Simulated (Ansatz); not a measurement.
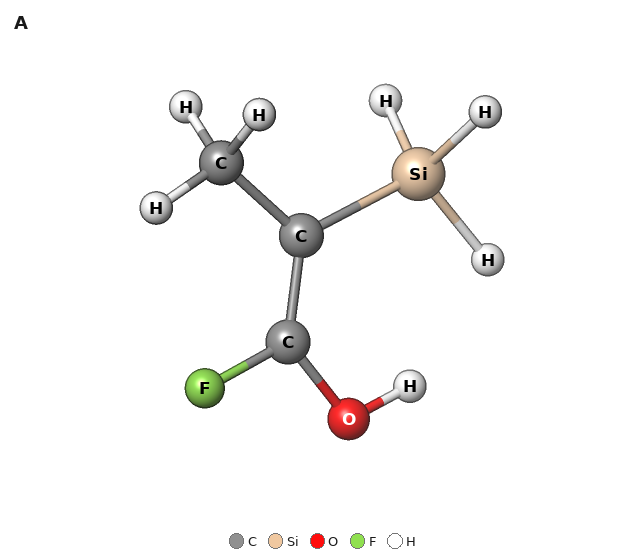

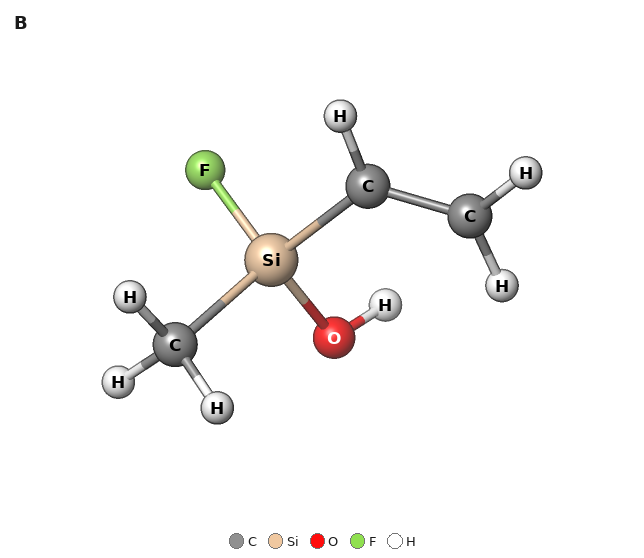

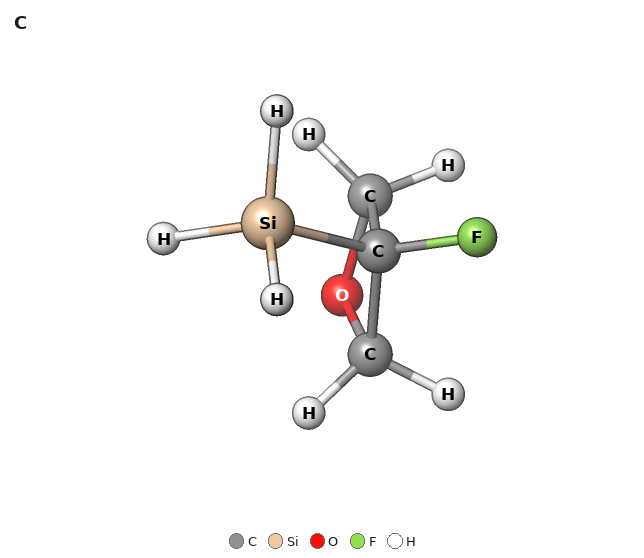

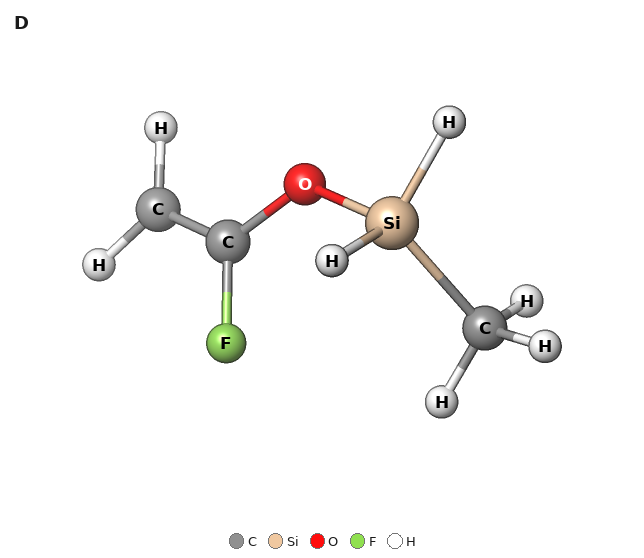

4 stationary structures of one formula. Geometries: PBE0-D4/def2-TZVP. Electronic energies: CCSD(T)/CBS (MP2 limit from def2-TZVPP and def2-QZVPP plus CCSD(T) − MP2) (Ansatz 0.2.0), without zero-point energy. No frequency run is at hand to confirm each as a minimum. Each is one conformer, not always the lowest.

**How are they related?**

They are constitutional isomers of C3H7FOSi: A `C/C([SiH3])=C(/O)F`, B `C=C[Si@](C)(O)F`, C `FC1([SiH3])COC1`, D `C=C(F)O[SiH2]C`.

**Rank them by energy, lowest first.**

B is lowest; D lies 3.003 eV above it, A lies 4.298 eV above it, C lies 5.411 eV above it.
